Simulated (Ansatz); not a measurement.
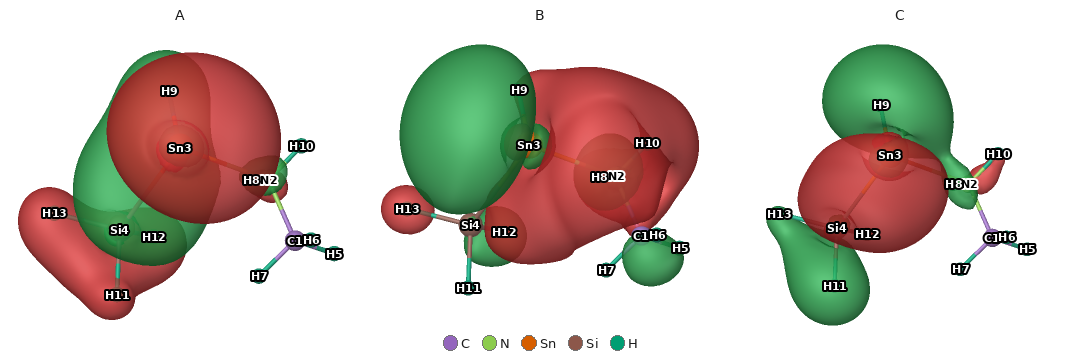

Figure 1: CH$_{9}$NSiSn. Three frontier orbitals at ±0.06 Å⁻³ᐟ² (green and red are the two phases), in no order.

Core potentials replace the inner electrons of Sn.

Method: Ansatz 0.2.0, RKS BLYP-D4/def2-SVP.

```xyz
13

C    -0.8124    1.5318   -0.9912
N    -1.1328    0.8995    0.3098
Sn    0.8170    0.3589    1.7316
Si    1.0521   -1.7079   -0.0301
H    -1.7147    1.7457   -1.6022
H    -0.2665    2.4778   -0.8135
H    -0.1484    0.8578   -1.5646
H    -1.5920   -0.0120    0.1720
H    -0.3888   -0.6608    2.6425
H    -1.7833    1.4808    0.8563
H     1.9405   -1.4256   -1.2213
H    -0.3074   -2.0133   -0.6415
H     1.5419   -3.0118    0.5508
```

### Which picture is the HOMO−1, the HOMO and the LUMO?

C is the HOMO−1 (−5.62 eV). Its weight (Hirshfeld) is mainly on Sn3 (about 45 %), H9 (about 30 %) and Si4 (about 20 %). A is the HOMO (−4.60 eV). Its weight (Hirshfeld) is mainly on Sn3 (about 60 %) and Si4 (about 25 %). B is the LUMO (−1.63 eV). By Hirshfeld shares it lies mainly on Sn3 (about 60 %), N2 (about 15 %) and Si4 (about 5 %).

### What is the HOMO–LUMO gap?

2.97 eV between the orbital energies.
